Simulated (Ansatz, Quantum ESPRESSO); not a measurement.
**Rhodium (Fm-3m): phonons and their coupling to the electrons**

Aim: phonons of metallic Rhodium (Fm-3m) and how strongly they couple to the electrons.

Program: Quantum ESPRESSO 7.5. Level of theory: DFT PBE, scalar-relativistic, plane waves, PseudoDojo norm-conserving pseudopotentials. Results are calculated unless marked as measured.

The database entry behind the starting cell differs from later determinations by our own check (an axis about 0.2 % short against later determinations), so it need not match the best structure at ambient conditions.

## Step 1: The starting structure

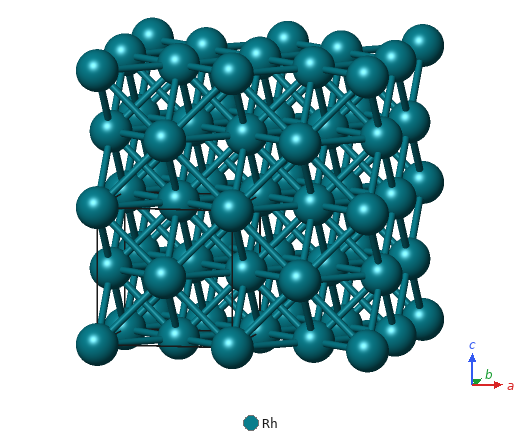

The starting structure, seen slightly off an axis (rhodium blue). 2×2×2 cells are drawn. This picture shows the conventional cell, with its axes. Some periodic images of atoms are drawn too.

## Step 2: A probe with smearing

A cheap run with smearing and empty bands tells whether the crystal has a gap, which decides between fixed occupations and smearing later on.

The input, probe.in:

```
 &control
    calculation='scf',
    prefix='x',
    outdir='./tmp',
    pseudo_dir='./pseudo',
    tprnfor=.true.,
    tstress=.true.,
    verbosity='high',
 /
 &system
    ibrav=0,
    nat=1,
    ntyp=1,
    ecutwfc=88.0,
    occupations='smearing',
    smearing='gaussian',
    degauss=0.01,
 /
 &electrons
    conv_thr=1.0d-07,
    mixing_beta=0.7,
    electron_maxstep=100,
 /
ATOMIC_SPECIES
 Rh    102.9055  Rh.upf
CELL_PARAMETERS angstrom
     0.000000000    1.897850000    1.897850000
     1.897850000    0.000000000    1.897850000
     1.897850000    1.897850000    0.000000000
ATOMIC_POSITIONS crystal
 Rh     0.000000000   0.000000000   0.000000000
K_POINTS automatic
 8 8 8 0 0 0
```

The run is started by

```
> OMP_NUM_THREADS=1 mpirun -n 4 pw.x -nk 4 -in probe.in > probe.out
```

The log of the run:

```text
[banners, grids, parts of the stress and lines that vanish by symmetry left out]
Program PWSCF v.7.5
     Message from routine setup:
     using ibrav=0 with symmetry is DISCOURAGED, use correct ibrav instead
[...]
kinetic-energy cutoff     =      88.0000  Ry
     charge density cutoff     =     352.0000  Ry
     scf convergence threshold =      1.0E-07
[...]
Exchange-correlation= PBE
                           (   1   4   3   4   0   0   0)
[...]
48 Sym. Ops., with inversion, found
[...]
(     0          1          0      )
                  (     0          0          1      )
[...]
( -0.0000000  1.0000000  0.0000000 )
                  ( -0.0000000  0.0000000  1.0000000 )
[...]
(     1          0         -1      )
                  (     0          0         -1      )
[...]
(  1.0000000 -0.0000000 -0.0000000 )
                  (  0.0000000 -1.0000000 -0.0000000 )
[...]
(    -1          1          0      )
                  (     0          1         -1      )
[...]
( -1.0000000  0.0000000 -0.0000000 )
                  ( -0.0000000  1.0000000 -0.0000000 )
[...]
number of k points=    29  Gaussian smearing, width (Ry)=  0.0100
[...]
End of self-consistent calculation
[...]
the Fermi energy is    22.8741 ev
!    total energy              =    -234.57516480 Ry
[...]
convergence has been achieved in   6 iterations
[...]
atom    1 type  1   force =     0.00000000    0.00000000    0.00000000
[...]
Total force =     0.000000     Total SCF correction =     0.000000
[...]
total   stress  (Ry/bohr**3)                   (kbar)     P=       88.63
[...]
XML data file, charge density, pseudopotentials, collected wavefunctions

   JOB DONE.
```

Wall time 1.7 s (4 MPI ranks of Arm Neoverse V2, shared host); 6.3 s of CPU time.

This step gave:

| Property | Result |
| --- | --- |
| volume per atom | 13.67 Å³ |
| pressure | 8.863 GPa |
| gap on the k-mesh | 0 eV |

No gap opens on this mesh, so smearing is kept; the start stands at 8.9 GPa.

## Step 3: Relaxing the cell and atoms

The relaxation runs at a cutoff a fifth above that of the response, since stress converges more slowly with the basis than frequencies do. Forces and stress are brought to rest with tight thresholds.

The input, relax.in:

```
 &control
    calculation='vc-relax',
    prefix='x',
    outdir='./tmp',
    pseudo_dir='./pseudo',
    tprnfor=.true.,
    tstress=.true.,
    forc_conv_thr=2.0d-05,
    etot_conv_thr=1.0d-07,
    nstep=40,
 /
 &system
    ibrav=0,
    nat=1,
    ntyp=1,
    ecutwfc=106,
    occupations='smearing',
    smearing='mv',
    degauss=0.02,
 /
 &electrons
    conv_thr=1.0d-11,
    mixing_beta=0.7,
    electron_maxstep=100,
 /
 &ions
 /
 &cell
    press_conv_thr=0.2,
 /
ATOMIC_SPECIES
 Rh    102.9055  Rh.upf
CELL_PARAMETERS angstrom
     0.000000000    1.897850000    1.897850000
     1.897850000    0.000000000    1.897850000
     1.897850000    1.897850000    0.000000000
ATOMIC_POSITIONS crystal
 Rh     0.000000000   0.000000000   0.000000000
K_POINTS automatic
 16 16 16 0 0 0
```

The run is started by

```
> OMP_NUM_THREADS=1 mpirun -n 4 pw.x -nk 4 -in relax.in > relax.out
```

The log of the run:

```text
[banners, grids, parts of the stress and lines that vanish by symmetry left out]
[banner, memory and clock lines left out]
Program PWSCF v.7.5

[...]
kinetic-energy cutoff     =     106.0000  Ry
     charge density cutoff     =     424.0000  Ry
     scf convergence threshold =      1.0E-11
[...]
energy convergence thresh.=      1.0E-07
     force convergence thresh. =      2.0E-05
     press convergence thresh. =      2.0E-01
     Exchange-correlation= PBE
                           (   1   4   3   4   0   0   0)
[...]
48 Sym. Ops., with inversion, found
[...]
number of k points=   145  Marzari-Vanderbilt smearing, width (Ry)=  0.0200
[...]
End of self-consistent calculation
[...]
the Fermi energy is    22.8385 ev
!    total energy              =    -234.57715436 Ry
[...]
convergence has been achieved in   8 iterations
[...]
atom    1 type  1   force =     0.00000000    0.00000000    0.00000000
     Total force =     0.000000     Total SCF correction =     0.000000
[...]
total   stress  (Ry/bohr**3)                   (kbar)     P=       80.13
[...]
number of bfgs steps    =   0
[...]
CELL_PARAMETERS (angstrom)
[...]
ATOMIC_POSITIONS (crystal)
Rh               0.0000000000        0.0000000000        0.0000000000
[...]
New effective cutoffs (rho, wfc):  412.26  103.17
[...]
End of self-consistent calculation
[...]
the Fermi energy is    21.6750 ev
!    total energy              =    -234.57775788 Ry
[...]
convergence has been achieved in   7 iterations
[...]
atom    1 type  1   force =     0.00000000    0.00000000    0.00000000
     Total force =     0.000000     Total SCF correction =     0.000000
[...]
total   stress  (Ry/bohr**3)                   (kbar)     P=      -29.17
[...]
number of bfgs steps    =   1
[...]
CELL_PARAMETERS (angstrom)
[...]
ATOMIC_POSITIONS (crystal)
Rh               0.0000000000        0.0000000000        0.0000000000
[...]
New effective cutoffs (rho, wfc):  415.29  103.93
[...]
End of self-consistent calculation
[...]
the Fermi energy is    21.9855 ev
!    total energy              =    -234.57786945 Ry
[...]
convergence has been achieved in   7 iterations
[...]
atom    1 type  1   force =     0.00000000    0.00000000    0.00000000
     Total force =     0.000000     Total SCF correction =     0.000000
[...]
total   stress  (Ry/bohr**3)                   (kbar)     P=       -1.78
[...]
number of bfgs steps    =   2
[...]
CELL_PARAMETERS (angstrom)
[...]
ATOMIC_POSITIONS (crystal)
Rh               0.0000000000        0.0000000000        0.0000000000
[...]
New effective cutoffs (rho, wfc):  415.49  103.98
[...]
End of self-consistent calculation
[...]
the Fermi energy is    22.0056 ev
!    total energy              =    -234.57786985 Ry
[...]
convergence has been achieved in   5 iterations
[...]
atom    1 type  1   force =     0.00000000    0.00000000    0.00000000
     Total force =     0.000000     Total SCF correction =     0.000000
[...]
total   stress  (Ry/bohr**3)                   (kbar)     P=        0.05
[...]
number of bfgs steps    =   3
[...]
small trust_radius: resetting bfgs history
[...]
CELL_PARAMETERS (angstrom)
[...]
ATOMIC_POSITIONS (crystal)
Rh               0.0000000000        0.0000000000        0.0000000000
[...]
New effective cutoffs (rho, wfc):  415.48  103.98
[...]
End of self-consistent calculation
[...]
the Fermi energy is    22.0049 ev
!    total energy              =    -234.57786985 Ry
[...]
convergence has been achieved in   3 iterations
[...]
atom    1 type  1   force =     0.00000000    0.00000000    0.00000000
     Total force =     0.000000     Total SCF correction =     0.000000
[...]
total   stress  (Ry/bohr**3)                   (kbar)     P=       -0.02
[...]
bfgs converged in   5 scf cycles and   4 bfgs steps
[...]
End of BFGS Geometry Optimization
     Final enthalpy           =    -234.5778698471 Ry
     File ./tmp/x.bfgs deleted, as requested
[...]
CELL_PARAMETERS (angstrom)
[...]
ATOMIC_POSITIONS (crystal)
Rh               0.0000000000        0.0000000000        0.0000000000
[...]
Final scf calculation at the relaxed structure.
[...]
kinetic-energy cutoff     =     106.0000  Ry
     charge density cutoff     =     424.0000  Ry
     scf convergence threshold =      1.0E-13
[...]
press convergence thresh. =      2.0E-01
     Exchange-correlation= PBE
                           (   1   4   3   4   0   0   0)
[...]
48 Sym. Ops., with inversion, found
[...]
number of k points=   145  Marzari-Vanderbilt smearing, width (Ry)=  0.0200
[...]
c_bands:  1 eigenvalues not converged
[...]
End of self-consistent calculation
[...]
the Fermi energy is    22.0049 ev
!    total energy              =    -234.57787275 Ry
[...]
convergence has been achieved in  10 iterations
[...]
atom    1 type  1   force =     0.00000000    0.00000000    0.00000000
     Total force =     0.000000     Total SCF correction =     0.000000
[...]
total   stress  (Ry/bohr**3)                   (kbar)     P=       -0.04
[...]
XML data file, charge density, pseudopotentials, collected wavefunctions
```

Wall time 50 s (4 MPI ranks).

Relaxation path:

```tsv
step	energy less that of the first step (eV)	largest force (eV/Å)	pressure (GPa)	volume (Å³)
1	0.0000	0.0000	8.01	13.67
2	-0.0082	0.0000	-2.92	14.24
3	-0.0097	0.0000	-0.18	14.08
4	-0.0097	0.0000	0.01	14.07
5	-0.0097	0.0000	0.00	14.07
6	-0.0098	0.0000	0.00	14.07
```

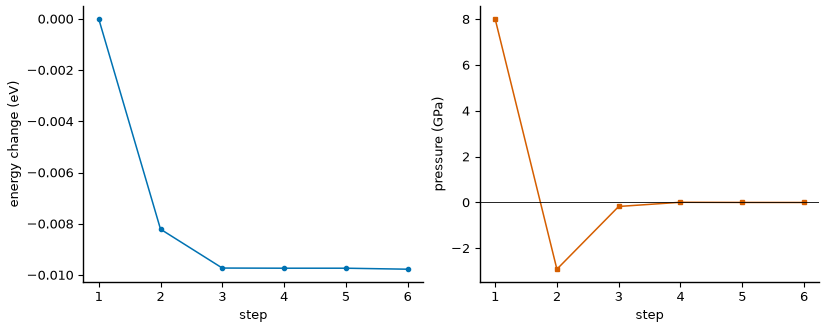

Energy and pressure along the relaxation.

```tsv
conventional cell, symmetrised	before	after	change
a (Å)	3.796	3.832	+1.0 %
b (Å)	3.796	3.832	+1.0 %
c (Å)	3.796	3.832	+1.0 %
volume (Å³/atom)	13.67	14.07	+2.9 %
```

The relaxed structure:

```cif
data_structure
_symmetry_space_group_name_H-M 'P 1'
_symmetry_Int_Tables_number 1
_cell_length_a 2.7099
_cell_length_b 2.7099
_cell_length_c 2.7099
_cell_angle_alpha 60.000
_cell_angle_beta 60.000
_cell_angle_gamma 60.000
_cell_volume 14.07
loop_
_atom_site_label
_atom_site_type_symbol
_atom_site_fract_x
_atom_site_fract_y
_atom_site_fract_z
_atom_site_occupancy
Rh1 Rh 0.00000 0.00000 0.00000 1
```

The last row of the table of steps is pw.x's closing run on a basis chosen anew for the final cell, so its energy can jump.

Read from the output:

```
volume per atom : 14.07 Å³
pressure        : -0.004 GPa
```

The volume changes by +2.9 % from the cell with which this run began.

## Step 4: Ground state

The response is built on this ground state, so it is converged far tighter than an energy would need. Smearing stays on, as the first look found no gap above 0.3 eV.

The input, scf.in:

```
 &control
    calculation='scf',
    prefix='x',
    outdir='./tmp',
    pseudo_dir='./pseudo',
    tprnfor=.true.,
    tstress=.true.,
 /
 &system
    ibrav=0,
    nat=1,
    ntyp=1,
    ecutwfc=88.0,
    occupations='smearing',
    smearing='mv',
    degauss=0.02,
 /
 &electrons
    conv_thr=1.0d-12,
    mixing_beta=0.7,
    electron_maxstep=100,
 /
ATOMIC_SPECIES
 Rh    102.9055  Rh.upf
CELL_PARAMETERS angstrom
     0.000000000    1.916223512    1.916223512
     1.916223512    0.000000000    1.916223512
     1.916223512    1.916223512    0.000000000
ATOMIC_POSITIONS crystal
 Rh     0.000000000   0.000000000   0.000000000
K_POINTS automatic
 16 16 16 0 0 0
```

The run is started by

```
> OMP_NUM_THREADS=1 mpirun -n 4 pw.x -nk 4 -in scf.in > scf.out
```

The log of the run:

```text
[banners, grids, parts of the stress and lines that vanish by symmetry left out]
[banner, memory and clock lines left out]
Program PWSCF v.7.5

[...]
kinetic-energy cutoff     =      88.0000  Ry
     charge density cutoff     =     352.0000  Ry
     scf convergence threshold =      1.0E-12
[...]
Exchange-correlation= PBE
                           (   1   4   3   4   0   0   0)
[...]
48 Sym. Ops., with inversion, found
[...]
number of k points=   145  Marzari-Vanderbilt smearing, width (Ry)=  0.0200
[...]
End of self-consistent calculation
[...]
the Fermi energy is    22.0049 ev
!    total energy              =    -234.57783007 Ry
[...]
convergence has been achieved in   9 iterations
[...]
atom    1 type  1   force =     0.00000000    0.00000000    0.00000000
     Total force =     0.000000     Total SCF correction =     0.000000
[...]
total   stress  (Ry/bohr**3)                   (kbar)     P=       -1.22
[...]
XML data file, charge density, pseudopotentials, collected wavefunctions
```

Wall time 6.5 s (4 MPI ranks).

Numbers from this step:

```
pressure : -0.122 GPa
```

The cell stands at -0.12 GPa, close enough for phonons.

## Step 5: Levels on a dense mesh

The coupling is a sum over pairs of states at the Fermi level and needs a much denser mesh than the density does.

scf_fit.in, as its differences from scf.in of step 4:

```diff
@@ -16,5 +16,6 @@
     degauss=0.02,
+    la2F=.true.,
  /
  &electrons
-    conv_thr=1.0d-12,
+    conv_thr=1.0d-10,
     mixing_beta=0.7,
@@ -31,2 +32,2 @@
 K_POINTS automatic
- 16 16 16 0 0 0
+ 32 32 32 0 0 0
```

The run is started by

```
> OMP_NUM_THREADS=1 mpirun -n 4 pw.x -nk 4 -in scf_fit.in > scf_fit.out
```

The log of the run:

```text
[banners, grids, parts of the stress and lines that vanish by symmetry left out]
[banner, memory and clock lines left out]
Program PWSCF v.7.5

[...]
kinetic-energy cutoff     =      88.0000  Ry
     charge density cutoff     =     352.0000  Ry
     scf convergence threshold =      1.0E-10
[...]
Exchange-correlation= PBE
                           (   1   4   3   4   0   0   0)
[...]
48 Sym. Ops., with inversion, found
[...]
number of k points=   897  Marzari-Vanderbilt smearing, width (Ry)=  0.0200
[...]
End of self-consistent calculation
[...]
the Fermi energy is    21.9974 ev
!    total energy              =    -234.57772005 Ry
[...]
convergence has been achieved in   9 iterations
[...]
atom    1 type  1   force =     0.00000000    0.00000000    0.00000000
     Total force =     0.000000     Total SCF correction =     0.000000
[...]
total   stress  (Ry/bohr**3)                   (kbar)     P=       -2.05
[...]
XML data file, charge density, pseudopotentials, collected wavefunctions
```

Elapsed: 35 s, on 4 MPI ranks; 2.3 min of CPU time.

Numbers from this step:

| Property | Result |
| --- | --- |
| pressure | -0.205 GPa |

## Step 6: Self-consistent run for the response

The run on the dense mesh left its levels for the electron-phonon sums; ph.x needs the ground state on the coarse mesh, so pw.x runs once more in the same folder.

scf.in is that of step 4.

The run is started by

```
> OMP_NUM_THREADS=1 mpirun -n 4 pw.x -nk 4 -in scf.in > scf.out
```

The log of the run:

```text
[banners, grids, parts of the stress and lines that vanish by symmetry left out]
[banner, memory and clock lines left out]
Program PWSCF v.7.5

[...]
kinetic-energy cutoff     =      88.0000  Ry
     charge density cutoff     =     352.0000  Ry
     scf convergence threshold =      1.0E-12
[...]
Exchange-correlation= PBE
                           (   1   4   3   4   0   0   0)
[...]
48 Sym. Ops., with inversion, found
[...]
number of k points=   145  Marzari-Vanderbilt smearing, width (Ry)=  0.0200
[...]
End of self-consistent calculation
[...]
the Fermi energy is    22.0049 ev
!    total energy              =    -234.57783007 Ry
[...]
convergence has been achieved in   9 iterations
[...]
atom    1 type  1   force =     0.00000000    0.00000000    0.00000000
     Total force =     0.000000     Total SCF correction =     0.000000
[...]
total   stress  (Ry/bohr**3)                   (kbar)     P=       -1.22
[...]
XML data file, charge density, pseudopotentials, collected wavefunctions
```

It took 6.6 s on 4 MPI ranks.

Numbers from this step:

* pressure: -0.122 GPa

(Continued in part 2 of 3.)

[Host names and launcher messages were left out of these logs when they were recorded.]

[Logs are printed without paths, hosts, clocks, repeated set-up lines and the standing remarks that a program may print on its own settings, such as how far it seeks lower states.]

[Hosts, paths, dates, database ids (printed as entryN), source tags and the programs' standing remarks are cut or masked in the printed files.]
